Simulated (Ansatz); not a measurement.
Run report: CH9NSi2, molecular dynamics

- system: CH9NSi2 ((H3Si)2NMe)
- method: RKS BLYP/def2-SVP (Ansatz 0.2.0)

The geometry comes from this level: r2SCAN-D4/def2-SVP.

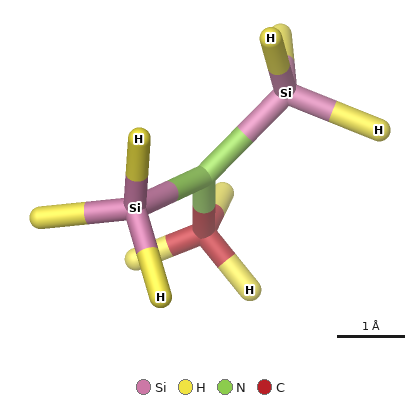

The starting structure (stick view, seen at a tilt). Bond lengths as drawn: C–H 1.10 to 1.11 Å, C–N 1.47 Å, H–Si 1.49 to 1.50 Å and N–Si 1.75 Å.

### Input
```yaml
crystal:
  periodic: [false, false, false]
  atoms:
    - {symbol: Si, position_ang: [0.281399, 1.694475, 0.123046]}
    - {symbol: H, position_ang: [1.080512, 2.007847, 1.353239]}
    - {symbol: H, position_ang: [1.063943, 2.105490, -1.076512]}
    - {symbol: H, position_ang: [-0.987496, 2.483446, 0.216730]}
    - {symbol: N, position_ang: [-0.097298, -0.004489, -0.018084]}
    - {symbol: C, position_ang: [-0.958774, -0.580042, 1.021317]}
    - {symbol: Si, position_ang: [0.648821, -1.123154, -1.132241]}
    - {symbol: H, position_ang: [1.611203, -2.055719, -0.457612]}
    - {symbol: H, position_ang: [1.382760, -0.341512, -2.167353]}
    - {symbol: H, position_ang: [-0.406312, -1.973974, -1.768582]}
    - {symbol: H, position_ang: [-1.506465, -1.458418, 0.637416]}
    - {symbol: H, position_ang: [-1.718632, 0.149450, 1.352122]}
    - {symbol: H, position_ang: [-0.393662, -0.903401, 1.916515]}
basis:
  gaussian: {orbitals: def2-SVP}
hamiltonian: {xc: {name: BLYP}}
md: {timestep: 0.5 fs, n_steps: 15, ensemble: nvt_langevin, temperature: 500, initial_velocities: maxwell_boltzmann, friction: 0.01, seed: 858}
scf: {omitted_lower_state_checks: [starts]}
```

Command:
```bash
ansatz run in.yaml --threads 4 --pin off --events-out ev --progress --plain --max-ram 3916MiB
```

### The program's output
```
Functional definition: BLYP
  name "BLYP"
  cite "Becke, Phys. Rev. A 38, 3098 (1988) doi:10.1103/PhysRevA.38.3098"
  cite "Lee, Yang & Parr, Phys. Rev. B 37, 785 (1988) doi:10.1103/PhysRevB.37.785"
  parameter beta = 0.0042
  parameter a = 0.04918
  parameter b = 0.132
  parameter c = 0.2533
  parameter d = 0.349
  exchange = b88_x(beta = beta)
  correlation = lyp_c(a = a, b = b, c = c, d = d)
these checks for a lower state are left out or cut short: starts
1244 factors; their error is unknown
mean field evaluation 1: about -18410.9769 eV, gradient 6.4e1 eV
mean field evaluation 2: about -18371.8428 eV, gradient 1.3e2 eV
mean field evaluation 4: about -18420.3556 eV, gradient 1.0e1 eV
mean field evaluation 8: about -18420.5854 eV, gradient 2.3e-1 eV
mean field evaluation 16: about -18420.4958 eV, gradient 2.0e-4 eV
mean field -18420.49575481 eV, -676.9407331286 hartree, gradient 7.3e-5 eV, S^2 0.000000; 0 other end points of the search recorded, 0 dependent functions left out
the calculation of the forces begins
reference -18420.49614116 eV, -676.9407473270 hartree; 25, 25 occupied and 84, 84 virtual orbitals, 1244 factors
md step     0: t =     0.00 fs  T =   461.5 K  F+E_penalty+E_count = -18420.49575481 eV  E_kin = 0.775560 eV  (26 SCF iters)
these checks for a lower state are left out or cut short: starts, cluster_reference, orbital_swaps, neighbouring_geometries, increment
1244 factors; their error is unknown
mean field -18420.48677350 eV, -676.9404030718 hartree, gradient 1.9e-5 eV, S^2 0.000000; 0 other end points of the search recorded, 0 dependent functions left out
[... from here on the field's lines of each further geometry are left out, up to the last ...]
md step     1: t =     0.50 fs  T =   450.0 K  F+E_penalty+E_count = -18420.48677350 eV  E_kin = 0.756122 eV  (30 SCF iters)
md step     2: t =     1.00 fs  T =   422.4 K  F+E_penalty+E_count = -18420.45721426 eV  E_kin = 0.709831 eV  (30 SCF iters)
md step     3: t =     1.50 fs  T =   391.4 K  F+E_penalty+E_count = -18420.41265339 eV  E_kin = 0.657781 eV  (30 SCF iters)
md step     4: t =     2.00 fs  T =   379.4 K  F+E_penalty+E_count = -18420.35608486 eV  E_kin = 0.637496 eV  (30 SCF iters)
md step     5: t =     2.50 fs  T =   342.8 K  F+E_penalty+E_count = -18420.29331692 eV  E_kin = 0.575989 eV  (30 SCF iters)
md step     6: t =     3.00 fs  T =   307.0 K  F+E_penalty+E_count = -18420.23252253 eV  E_kin = 0.515898 eV  (30 SCF iters)
md step     7: t =     3.50 fs  T =   297.3 K  F+E_penalty+E_count = -18420.17639420 eV  E_kin = 0.499623 eV  (30 SCF iters)
md step     8: t =     4.00 fs  T =   270.8 K  F+E_penalty+E_count = -18420.12746533 eV  E_kin = 0.455104 eV  (31 SCF iters)
md step     9: t =     4.50 fs  T =   249.5 K  F+E_penalty+E_count = -18420.09068046 eV  E_kin = 0.419270 eV  (31 SCF iters)
md step    10: t =     5.00 fs  T =   222.1 K  F+E_penalty+E_count = -18420.06537037 eV  E_kin = 0.373192 eV  (31 SCF iters)
md step    11: t =     5.50 fs  T =   216.2 K  F+E_penalty+E_count = -18420.05082700 eV  E_kin = 0.363239 eV  (31 SCF iters)
md step    12: t =     6.00 fs  T =   231.3 K  F+E_penalty+E_count = -18420.04530836 eV  E_kin = 0.388692 eV  (30 SCF iters)
md step    13: t =     6.50 fs  T =   251.6 K  F+E_penalty+E_count = -18420.04074697 eV  E_kin = 0.422796 eV  (31 SCF iters)
md step    14: t =     7.00 fs  T =   244.4 K  F+E_penalty+E_count = -18420.03140380 eV  E_kin = 0.410623 eV  (30 SCF iters)
the calculation of the forces begins
reference -18420.01893853 eV, -676.9232104537 hartree; 25, 25 occupied and 84, 84 virtual orbitals, 1244 factors
these checks for a lower state are left out or cut short: starts
1244 factors; their error is unknown
mean field -18420.01855134 eV, -676.9231962249 hartree, gradient 2.2e-5 eV, S^2 0.000000; 0 other end points of the search recorded, 0 dependent functions left out
the calculation of the forces begins
reference -18420.01893853 eV, -676.9232104537 hartree; 25, 25 occupied and 84, 84 virtual orbitals, 1244 factors
md step    15: t =     7.50 fs  T =   233.0 K  F+E_penalty+E_count = -18420.01855134 eV  E_kin = 0.391543 eV  (12 SCF iters)
```

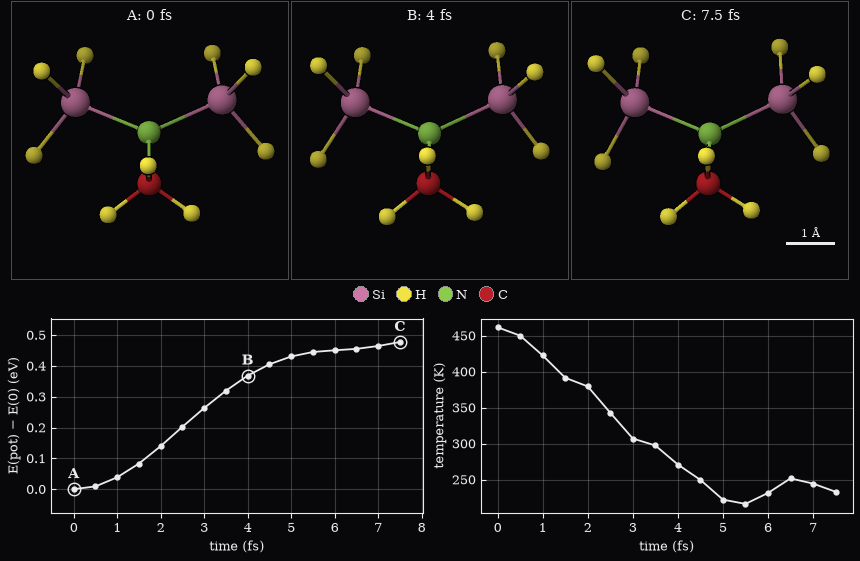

Frames of the molecular dynamics (ball-and-stick, seen at a tilt) above the curves, on which the letters mark them. The trajectory kept here has 16 frames over 7.5 fs. The temperature starts at 462 K, ranges from 216 to 462 K and averages 240 K over the second half. The potential energy ends 0.477 eV above its first value. After an unweighted best fit of the last frame on the first, the root-mean-square displacement is 0.15 Å.

```
Total energy: -18420.01893853 eV, -676.9232104537 hartree
Atom 0 at     0.304571     1.691133     0.158124 Å, force    -0.507413     0.315705    -1.101218 eV/Å
Atom 1 at     1.226285     2.169935     1.262541 Å, force    -0.450597    -0.270416     0.279486 eV/Å
Atom 2 at     1.080500     2.184142    -1.046943 Å, force    -0.169162    -0.328220     0.010753 eV/Å
Atom 3 at    -1.084914     2.355024     0.076199 Å, force     0.666315     0.089907     0.493741 eV/Å
Atom 4 at    -0.127567    -0.034789    -0.001102 Å, force     1.699184     2.172443    -1.948730 eV/Å
Atom 5 at    -0.980545    -0.545055     1.015771 Å, force     0.872191    -0.554327     1.105439 eV/Å
Atom 6 at     0.633056    -1.131385    -1.155455 Å, force    -0.528805    -0.648065    -0.009714 eV/Å
Atom 7 at     1.434988    -2.203259    -0.447131 Å, force    -0.015288     0.056779    -0.071384 eV/Å
Atom 8 at     1.523766    -0.504089    -2.187496 Å, force    -0.107839     0.265781     0.216321 eV/Å
Atom 9 at    -0.527393    -1.818996    -1.856414 Å, force     0.288422    -0.049759     0.013085 eV/Å
Atom 10 at    -1.472579    -1.435310     0.652594 Å, force    -0.610404    -0.971738    -0.034123 eV/Å
Atom 11 at    -1.759954     0.157703     1.352613 Å, force    -0.059957     0.265815     0.202666 eV/Å
Atom 12 at    -0.239716    -0.807240     1.809584 Å, force    -1.076646    -0.343904     0.843678 eV/Å
Dipole moment:    -0.048104    -0.041545     0.151243 e Å
Checks for a lower state left out: starts
```

### Trajectory as extended XYZ (Å, eV, eV/Å), 8 of the 16 frames kept, from step=0 to step=15
```
13
Properties=species:S:1:pos:R:3:forces:R:3 step=0 time_fs=0.0 energy=-18420.49575 temperature=461.5
Si    0.2814    1.6945    0.1230    0.0893   0.3300   0.0115
H     1.0805    2.0078    1.3532    0.0699   0.0442   0.1105
H     1.0639    2.1055   -1.0765    0.0595   0.0519  -0.0983
H    -0.9875    2.4834    0.2167   -0.1043   0.0829   0.0084
N    -0.0973   -0.0045   -0.0181   -0.0217   0.0169  -0.0424
C    -0.9588   -0.5800    1.0213   -0.1011  -0.0441   0.0710
Si    0.6488   -1.1232   -1.1322    0.1626  -0.2074  -0.2316
H     1.6112   -2.0557   -0.4576    0.0849  -0.0914   0.0476
H     1.3828   -0.3415   -2.1674    0.0567   0.0500  -0.0946
H    -0.4063   -1.9740   -1.7686   -0.0801  -0.0792  -0.0627
H    -1.5065   -1.4584    0.6374   -0.1355  -0.2012  -0.0466
H    -1.7186    0.1494    1.3521   -0.1790   0.1347   0.1022
H    -0.3937   -0.9034    1.9165    0.0989  -0.0872   0.2252
13
Properties=species:S:1:pos:R:3:forces:R:3 step=2 time_fs=1.0 energy=-18420.45721 temperature=422.4
Si    0.2844    1.6940    0.1277    0.0334   0.2869   0.0135
H     1.1085    2.0371    1.3422   -0.0683  -0.0286   0.0713
H     1.0662    2.1172   -1.0630    0.0882   0.0254  -0.1980
H    -1.0000    2.4668    0.1945   -0.0261   0.0831   0.0832
N    -0.1018   -0.0097   -0.0141    0.2284   0.4619  -0.4194
C    -0.9618   -0.5712    1.0189   -0.1418  -0.8858   0.2381
Si    0.6471   -1.1243   -1.1352    0.1921   0.0758  -0.1013
H     1.5815   -2.0684   -0.4625    0.2193  -0.2130   0.1368
H     1.3992   -0.3633   -2.1722    0.0546   0.0999  -0.0639
H    -0.4115   -1.9369   -1.7659   -0.3329  -0.3133  -0.2417
H    -1.5089   -1.4826    0.6254    0.2279   0.4740   0.3378
H    -1.7298    0.1603    1.3495    0.0062  -0.0564   0.1075
H    -0.3361   -0.8899    1.8956   -0.4809  -0.0098   0.0361
13
Properties=species:S:1:pos:R:3:forces:R:3 step=4 time_fs=2.0 energy=-18420.35608 temperature=379.4
Si    0.2874    1.6935    0.1323   -0.0829   0.2903  -0.0005
H     1.1366    2.0637    1.3305   -0.2018  -0.0984   0.0365
H     1.0653    2.1297   -1.0528    0.1098  -0.0063  -0.2767
H    -1.0158    2.4522    0.1741    0.1152   0.0492   0.1566
N    -0.1068   -0.0147   -0.0099    0.4969   0.8844  -0.8117
C    -0.9654   -0.5639    1.0165   -0.0250  -1.4247   0.5229
Si    0.6451   -1.1250   -1.1383    0.2020   0.2988  -0.0357
H     1.5497   -2.0842   -0.4660    0.3323  -0.3104   0.2087
H     1.4151   -0.3844   -2.1811    0.0292   0.1200   0.0112
H    -0.4197   -1.9043   -1.7669   -0.5270  -0.4791  -0.3807
H    -1.5088   -1.4989    0.6165    0.4178   0.8607   0.5874
H    -1.7411    0.1698    1.3469    0.1692  -0.2148   0.1014
H    -0.2850   -0.8729    1.8790   -1.0357   0.0302  -0.1194
13
Properties=species:S:1:pos:R:3:forces:R:3 step=6 time_fs=3.0 energy=-18420.23252 temperature=307.0
Si    0.2899    1.6931    0.1367   -0.2310   0.3444  -0.1607
H     1.1611    2.0864    1.3150   -0.2933  -0.1449   0.0655
H     1.0697    2.1423   -1.0474    0.0609  -0.0689  -0.2585
H    -1.0359    2.4402    0.1536    0.3221  -0.0142   0.2237
N    -0.1121   -0.0191   -0.0061    0.7848   1.2635  -1.2071
C    -0.9687   -0.5581    1.0141   -0.0010  -1.6253   0.7851
Si    0.6429   -1.1260   -1.1416    0.1851   0.4346   0.0722
H     1.5188   -2.1016   -0.4671    0.4029  -0.3777   0.2559
H     1.4308   -0.4087   -2.1872    0.0312   0.1679   0.0459
H    -0.4288   -1.8743   -1.7714   -0.6817  -0.6033  -0.4928
H    -1.5048   -1.5070    0.6112    0.4786   1.0137   0.7248
H    -1.7562    0.1781    1.3424    0.3769  -0.3960   0.0683
H    -0.2458   -0.8528    1.8623   -1.4356   0.0060  -0.1222
13
Properties=species:S:1:pos:R:3:forces:R:3 step=9 time_fs=4.5 energy=-18420.09068 temperature=249.5
Si    0.2941    1.6919    0.1438   -0.4115   0.3805  -0.4643
H     1.1945    2.1131    1.2931   -0.4038  -0.1927   0.1277
H     1.0780    2.1556   -1.0431   -0.0305  -0.1591  -0.1903
H    -1.0641    2.4171    0.1226    0.5915  -0.0610   0.3284
N    -0.1196   -0.0259   -0.0024    1.1903   1.7628  -1.7136
C    -0.9727   -0.5511    1.0124    0.0467  -1.5698   1.0681
Si    0.6398   -1.1280   -1.1464    0.0385   0.2885   0.2165
H     1.4807   -2.1309   -0.4578    0.3531  -0.3380   0.2076
H     1.4553   -0.4496   -2.1927    0.0553   0.2572   0.0606
H    -0.4528   -1.8390   -1.7873   -0.6429  -0.6076  -0.5000
H    -1.4991   -1.4975    0.6168    0.3669   0.8228   0.7005
H    -1.7702    0.1856    1.3408    0.5531  -0.4966   0.0493
H    -0.2101   -0.8295    1.8336   -1.7069  -0.0870   0.1095
13
Properties=species:S:1:pos:R:3:forces:R:3 step=11 time_fs=5.5 energy=-18420.05083 temperature=216.2
Si    0.2974    1.6918    0.1485   -0.4961   0.3556  -0.6623
H     1.2082    2.1331    1.2811   -0.4384  -0.2221   0.1870
H     1.0826    2.1655   -1.0394   -0.0720  -0.2134  -0.1580
H    -1.0757    2.3990    0.1026    0.6758  -0.0418   0.3916
N    -0.1230   -0.0301   -0.0006    1.4223   2.0180  -1.9366
C    -0.9754   -0.5481    1.0121    0.2221  -1.4221   1.1856
Si    0.6377   -1.1291   -1.1495   -0.1870   0.0038   0.1985
H     1.4610   -2.1524   -0.4525    0.2651  -0.2499   0.1365
H     1.4748   -0.4728   -2.1929    0.0401   0.2921   0.0806
H    -0.4764   -1.8288   -1.8043   -0.3836  -0.4499  -0.3677
H    -1.4939   -1.4811    0.6242    0.1782   0.4507   0.5722
H    -1.7717    0.1808    1.3421    0.4734  -0.3543   0.0790
H    -0.2043   -0.8178    1.8206   -1.6999  -0.1669   0.2935
13
Properties=species:S:1:pos:R:3:forces:R:3 step=13 time_fs=6.5 energy=-18420.04075 temperature=251.6
Si    0.3008    1.6916    0.1533   -0.5147   0.3385  -0.8944
H     1.2194    2.1533    1.2690   -0.4490  -0.2492   0.2457
H     1.0827    2.1765   -1.0418   -0.1266  -0.2768  -0.0802
H    -1.0820    2.3779    0.0880    0.6905   0.0133   0.4466
N    -0.1257   -0.0329   -0.0002    1.6001   2.1563  -2.0195
C    -0.9779   -0.5459    1.0132    0.5026  -1.0389   1.2305
Si    0.6351   -1.1305   -1.1525   -0.3477  -0.3217   0.1052
H     1.4483   -2.1773   -0.4486    0.1171  -0.0935   0.0261
H     1.4992   -0.4895   -2.1917   -0.0396   0.2754   0.1571
H    -0.5023   -1.8233   -1.8275   -0.0504  -0.2507  -0.1854
H    -1.4842   -1.4570    0.6362   -0.1712  -0.2013   0.3131
H    -1.7684    0.1707    1.3468    0.2729  -0.0938   0.1229
H    -0.2153   -0.8094    1.8131   -1.4841  -0.2575   0.5322
13
Properties=species:S:1:pos:R:3:forces:R:3 step=15 time_fs=7.5 energy=-18420.01855 temperature=233.0
Si    0.3046    1.6911    0.1581   -0.5074   0.3157  -1.1012
H     1.2263    2.1699    1.2625   -0.4506  -0.2704   0.2795
H     1.0805    2.1841   -1.0469   -0.1692  -0.3282   0.0108
H    -1.0849    2.3550    0.0762    0.6663   0.0899   0.4937
N    -0.1276   -0.0348   -0.0011    1.6992   2.1724  -1.9487
C    -0.9805   -0.5451    1.0158    0.8722  -0.5543   1.1054
Si    0.6331   -1.1314   -1.1555   -0.5288  -0.6481  -0.0097
H     1.4350   -2.2033   -0.4471   -0.0153   0.0568  -0.0714
H     1.5238   -0.5041   -2.1875   -0.1078   0.2658   0.2163
H    -0.5274   -1.8190   -1.8564    0.2884  -0.0498   0.0131
H    -1.4726   -1.4353    0.6526   -0.6104  -0.9717  -0.0341
H    -1.7600    0.1577    1.3526   -0.0600   0.2658   0.2027
H    -0.2397   -0.8072    1.8096   -1.0766  -0.3439   0.8437
```

### Results in brief

- outcome: finished
- mean temperature over the second half: 240 K
- trajectory: 15 steps, 7.5 fs
- ensemble: nvt_langevin
- temperature in the input: 500 K
- time step: 0.5 fs
- potential energy (last step): −18420.0189 eV
- SCF solution under orbital rotations (last step): stable
- largest force (length of the vector) (last step): 3.377 eV/Å
- dipole moment (last step): 0.79 D
- hardware: 4 threads of Arm Neoverse V2, 95 GiB of memory available, shared host
- wall time: 18 s (CPU time 68 s)
- peak memory: 0.15 GiB

### Remarks

So short a trajectory is not equilibrated. The logged temperature at the start can lie below the typed one, since it is counted over all degrees of freedom. The temperature stays far from the 500 K of the thermostat over the second half: the run isn't equilibrated.
